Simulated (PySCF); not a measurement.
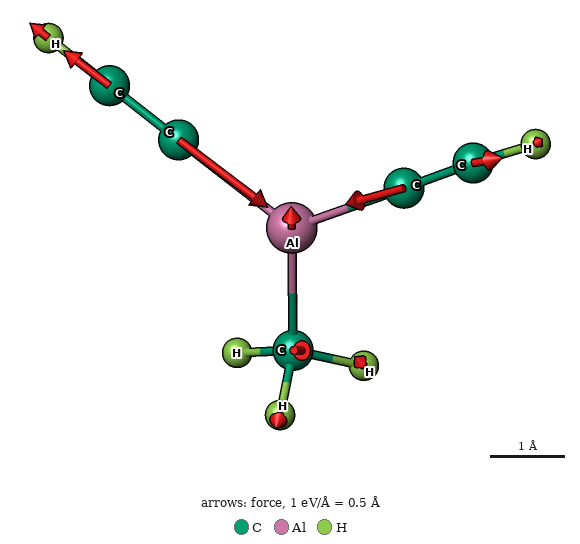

Starting geometry of C₅H₅Al with the computed forces as red arrows. Style: ball-and-stick. Shown from a free direction.

The start comes from GFN2-xTB. Its atoms were then displaced at random by about 0.01 Å.

Theory: PBE0-D3(BJ)/def2-SVP geometry optimisation, gas phase in PySCF. 

**What follows when this structure is relaxed?**

It isn't relaxed: the largest force vector, on a C atom, is 3.09 eV/Å. The final displacements follow the starting forces only in part (cosine between the two patterns 0.33). An H atom moves most after the best rigid fit: 0.078 Å. Largest moves by element: H 0.078 Å, C 0.050 Å, Al 0.024 Å. Some distances before and after: Al–C 1.959 → 1.912 Å, C–C 1.200 → 1.222 Å, C–H 1.086 → 1.104 Å, C–H 1.060 → 1.076 Å. Among the angles between lasting bonds that change: Al–C–H 114.9° → 109.9°, H–C–H 105.1° → 108.5°, H–C–H 104.3° → 106.5°. After 5 geometry steps the energy has fallen by 9.74 kJ/mol.
